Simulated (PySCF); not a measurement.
# C$_{2}$H$_{8}$O$_{3}$Si$_{3}$ (SMILES O[Si](O)(C#C[SiH3])O[SiH3]): what the fields show

Input file:

```
{"job": {"kind": "uv", "xc": "wB97X-D", "basis": "def2-SVPD", "nstates": 8, "ntriplets": 3}, "charge": 0, "multiplicity": 1}
O      1.105654    -1.729221     1.632053
Si     0.859629    -0.193924     1.181089
O      1.076815     0.741290     2.494898
C     -0.825775     0.042209     0.441299
C     -1.907251     0.202760    -0.076331
Si    -3.559484     0.427273    -0.872650
O      1.952052     0.195052     0.049952
Si     2.651167    -0.155458    -1.367951
H      0.884568    -1.988768     2.521552
H      1.153948     1.685128     2.397753
H     -4.569652    -0.215189    -0.026106
H     -3.830197     1.864351    -0.984255
H     -3.521747    -0.193317    -2.199976
H      1.654317     0.049019    -2.419842
H      3.743236     0.814631    -1.426875
H      3.125120    -1.536893    -1.356021
```

Run with:

```sh
OMP_NUM_THREADS=1 python probes_run.py task.json out
```

Geometry: GFN2-xTB.

Computed with wB97X-D/def2-SVPD, SCF density, gas phase in PySCF.

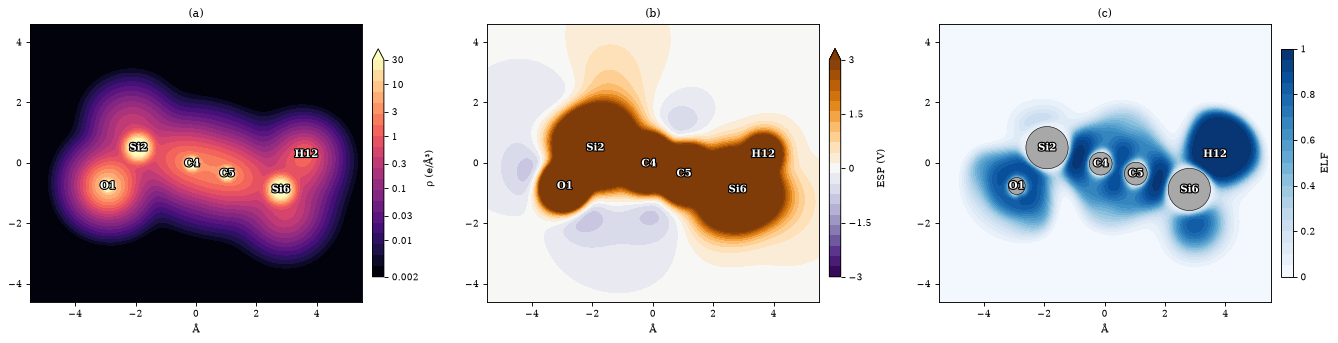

Figure 1. (a) electron density; (b) electrostatic potential; (c) electron localisation function on the plane of atoms O1, Si2 and C4. Grey discs cover the atomic cores in the ELF map.

Q: Interpret the plot.

A: The section cuts through O, Si, C and H sites.
C–C (1.21 Å): ρ is about 2.8 e/Å³ halfway; the ELF peaks at about 0.85 between the atoms; a short, multiple covalent bond.
Si–O (1.62 Å): the density is about 1.2 e/Å³ at the midpoint; the ELF peaks at about 0.90 between the atoms, as expected for a polar covalent bond.
C–Si (1.85 Å): ρ at the midpoint is about 0.94 e/Å³; the ELF peaks at about 0.95 between the atoms: a covalent bond.
Si–H (1.47 Å): the density is about 0.79 e/Å³ at the midpoint; the ELF climbs to about 1 towards the hydrogen, as it does in any bond to H.
The ELF also peaks beside O1, away from the bonds: lone-pair regions.
Outside the dense part of the molecule the potential is most negative (−0.9 V) near O1.

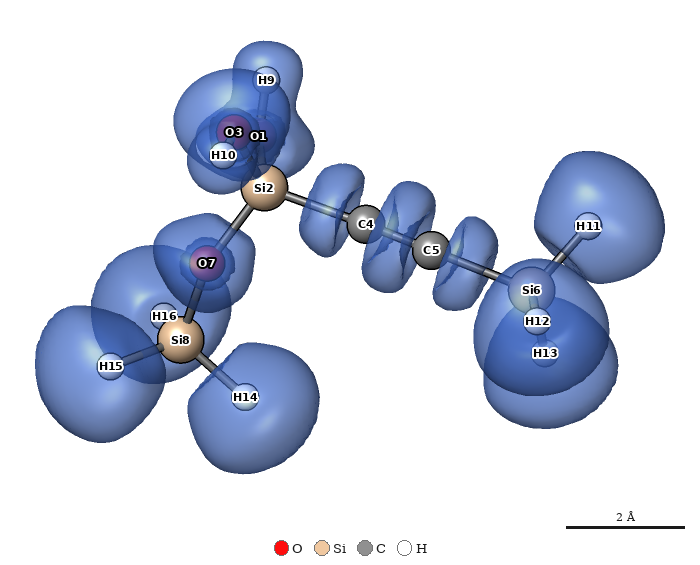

Figure 2. Isosurface of the ELF at 0.75 (blue), seen at a tilt. Only the valence region is drawn (cores and ρ < 0.01 e/Å³ removed).

Q: Describe the localisation domains.

A: At this value the surface marks out one region between bonded C–C atoms (shared pairs), two regions between bonded C–Si atoms (shared pairs), six regions around hydrogen nuclei, one region on O in which the atom's valence shell and bonds are merged and two joined regions spread over several atoms (H, O), in which their bonds and any lone pairs are merged.

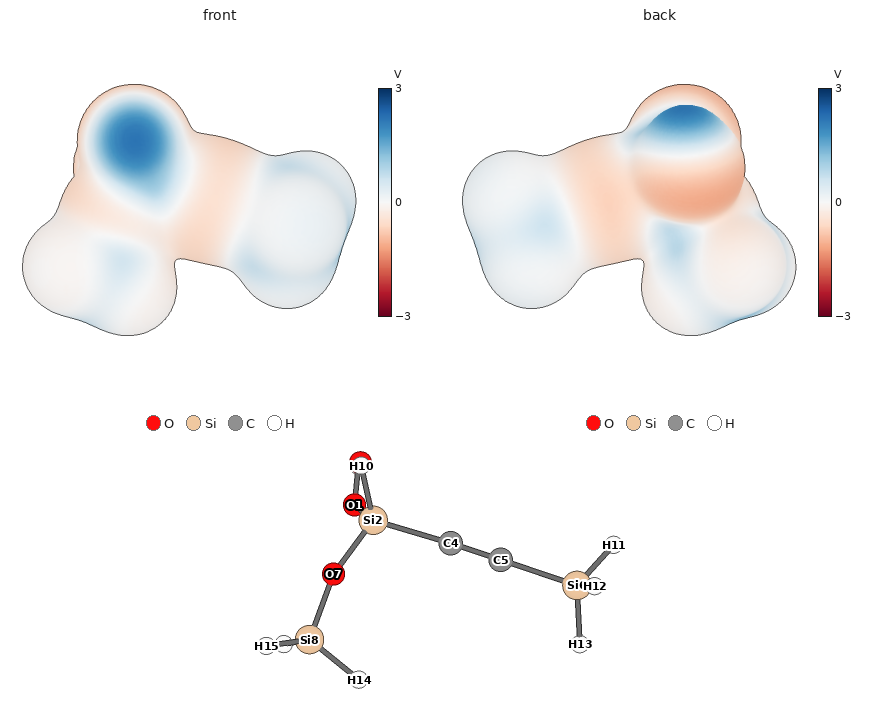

Figure 3. The electrostatic potential painted on the density surface at 0.001 e/bohr³, seen from the front and from behind; the colour scale runs from red (negative) to blue (positive). The bare structure is drawn below in the same view.

Q: Where is the surface potential most negative and most positive?

A: The most negative region (about −1.1 V, or −25 kcal/mol for a unit charge) lies over O1, the most positive (about +2.1 V, or +48 kcal/mol for a unit charge) over H9 and H10. O1 is the likeliest acceptor of a hydrogen bond.

Q: How polar is the molecule by this calculation?

A: Its dipole moment is 1.11 D.
